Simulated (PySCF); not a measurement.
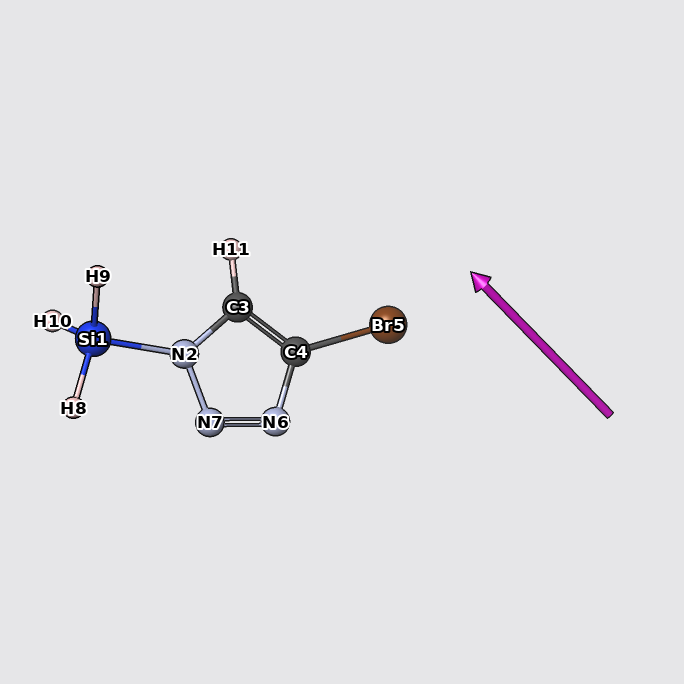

The arrow beside the molecule shows the direction of the dipole moment, from the negative to the positive end (its length means nothing). The geometry was computed by an optimisation with GFN2-xTB. No frequency run is at hand to confirm it as a minimum. Method: ωB97X-D/def2-SVPD, gas phase (PySCF 2.14.0).

Q: Estimate the dipole moment.

A: 4.96 D; it points from the side of Br5 to the side of H9 (the outermost atoms at the two ends).

The geometry is semi-empirical. Around Br, Si such bond lengths and angles can be off by a tenth of an ångström or more and by several degrees, and values that hang on the shape move with them.
